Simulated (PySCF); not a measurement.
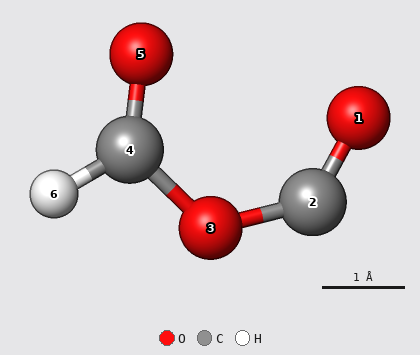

Fig. 1: The structure (ball-and-stick view, seen at a tilt; atoms are numbered from 1 in the order of the input). Bond lengths as drawn: C–H 1.10 Å and C–O 1.18 to 1.39 Å.

## EPR calculation of C2HO3

System: C2HO3, multiplicity 2, SMILES O=[C]OC=O.
Method: UKS B3LYP, pcH-1 on C H O, non-relativistic, mean-field spin-orbit, GIAO (PySCF 2.14.0).

It belongs to a series of runs on one base structure; here: H removed from acyl C.

**Output**
```
UKS, coarse grid
  cycle   1  E = -302.17904559  |g| = 8.26e-01
  cycle   2  E = -300.85781742  |g| = 2.03e+00
  cycle   3  E = -302.39654363  |g| = 3.14e-01
  cycle   4  E = -302.42748757  |g| = 1.13e-01
  cycle   5  E = -302.43150273  |g| = 1.99e-02
  cycle   6  E = -302.43160648  |g| = 1.38e-02
  cycle   7  E = -302.43167033  |g| = 2.82e-03
  cycle   8  E = -302.43167318  |g| = 9.79e-04
UKS, final grid
  cycle   1  E = -302.43169100  |g| = 1.33e-03
  cycle   2  E = -302.43168974  |g| = 2.30e-03
  cycle   3  E = -302.43169167  |g| = 4.08e-04
  cycle   4  E = -302.43169173  |g| = 3.58e-05
  cycle   5  E = -302.43169174  |g| = 3.09e-05
  cycle   6  E = -302.43169174  |g| = 1.27e-05
E = -302.43169174 Eh   <S^2> = 0.7530 (exact 0.7500)
g shifts (ppm)      1          2          3
  rmc          -254       -254       -254
  gc             58         26        -58
  oz_so       -4492       -617       2072
  total       -4688       -844       1760
hyperfine (MHz)  atom isotope    a_iso     a_fc   dipolar eigenvalues
    0   17O     -46.32     -46.32   -107.74     48.85     58.89
    1   13C     644.12     644.12    -49.88    -41.20     91.08
    2   17O    -214.76    -214.76    -24.85     11.84     13.01
    3   13C      29.63      29.63     -4.73     -4.59      9.32
    4   17O      -3.61      -3.61    -11.31      4.96      6.35
    5    1H      40.64      40.64     -2.74     -1.06      3.80
```

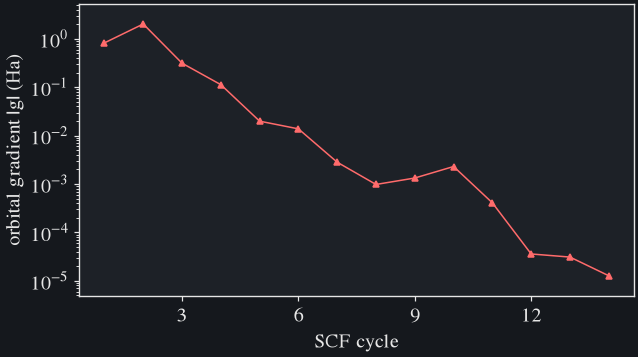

Fig. 2: Convergence of the self-consistent field: orbital gradient |g| against the SCF cycle. All cycles printed in the log are drawn one after another.

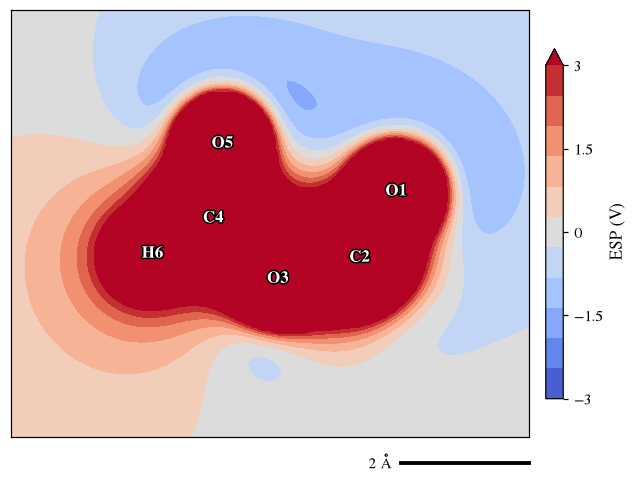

Fig. 3: Molecular electrostatic potential on the molecular plane. The section cuts through O, C and H sites.

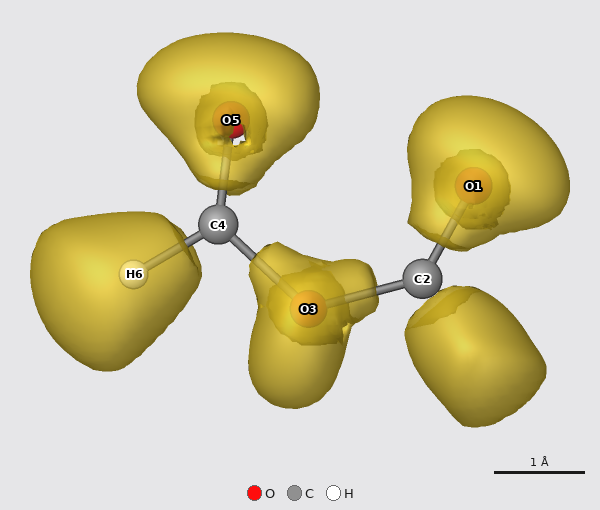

Fig. 4: Isosurface of the electron localisation function at 0.75 (yellow), seen face on. Only the valence region is drawn (cores and ρ < 0.01 e/Å³ removed). Along the contacts the grid gives the following. C–O (1.18 Å): the ELF peaks at about 0.85 between the atoms; a double or triple bond.

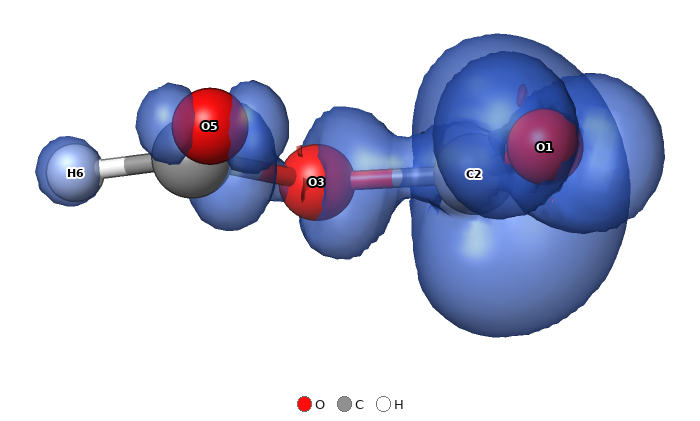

Fig. 5: Isosurfaces of the spin density (α minus β) at +0.02 (blue) and −0.02 e/Å³ (red), seen from the side. The unpaired spin (1 electron) lies mostly on C2 (about 0.6), O1 (about 0.3) and O3 (about 0.1), in electrons by Hirshfeld's partition.

The run was set up as follows.

**Input**
```
{"job": {"kind": "epr", "basis": "pcH-1"}, "charge": 0, "multiplicity": 2}
O     -1.917412     0.410955     0.547848
C     -1.336289    -0.593641     0.305232
O     -0.092384    -0.860646    -0.048821
C      0.862050     0.130972    -0.216990
O      0.693714     1.287463    -0.067906
H      1.793444    -0.373112    -0.514640
```

The first line tells a small driver script what to run in PySCF; the rest is the geometry in Å.

Run as:
```bash
OMP_NUM_THREADS=1 python <driver script> task.json out
```

**Summary**

```tsv
quantity	value
outcome	converged
total energy	−302.431692 hartree
⟨S²⟩	0.753
isotropic g	2.0011
hardware	1 CPU thread, shared host
wall time	17 s
peak memory	0.46 GiB
```
